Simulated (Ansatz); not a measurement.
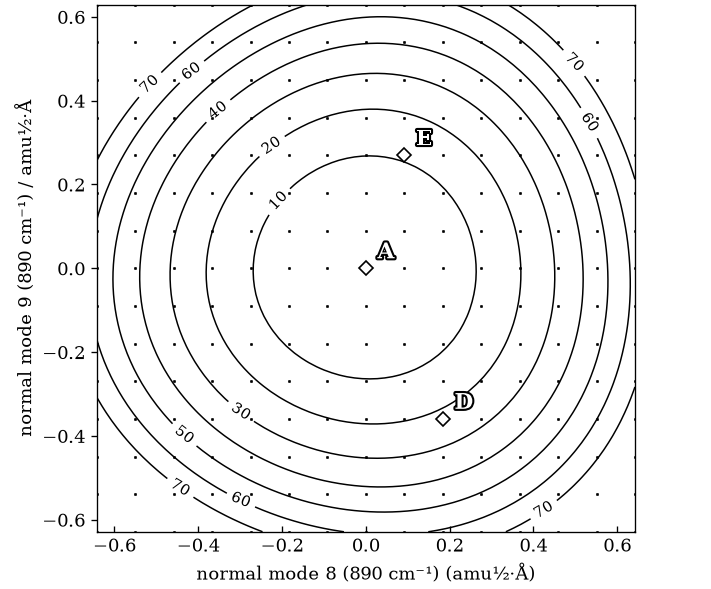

ClH3SiZn, SMILES [SiH3][Zn][Cl]. 
- The first coordinate is: normal mode 8 (890 cm⁻¹); the second: normal mode 9 (890 cm⁻¹).
- Nothing is relaxed (straight displacements along the two mass-weighted modes).
- The grid has 15 × 15 points.
- Energies: kJ/mol, counted from the lowest grid point.
- Method: RKS SPW92 (LDA)/def2-TZVP (Ansatz 0.2.0).

In the figure: contour lines labelled in kJ/mol (none above 70), dots at the grid points, lettered points. Between grid points the surface is interpolated.

What kind of point is each of A, D, E: minimum, saddle, maximum or slope?

Answer. A: minimum; D: on a slope; E: on a slope. (In these two coordinates alone; a stationary point may lie a little off the grid point.)

Rank the lettered points by energy, lowest first.

Answer. A (0 kJ/mol), E (11 kJ/mol), D (22 kJ/mol).
